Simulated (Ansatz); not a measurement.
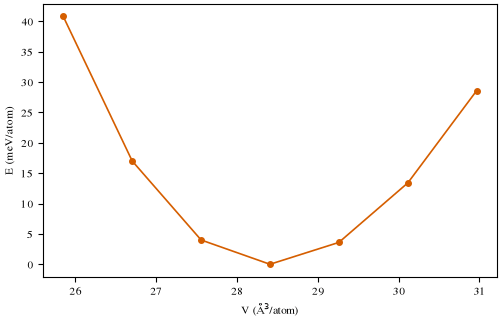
*Sn (β-Sn type, I4_1/amd) under volume change, plane-wave PAW PBE (Ansatz code), shape and atoms relaxed at each volume.*

What does a third-order Birch–Murnaghan fit give for V₀, B₀ and B′?

V₀ = 28.41 Å³/atom, B₀ = 47.2 GPa, B′ = 4.9.

The PBE relaxation kept the symmetry of its start. At this level the phase is mechanically unstable. Scalar-relativistic: spin–orbit coupling is off unless named, which matters more the heavier the elements.

Potentials: the later of the program's two PAW sets.
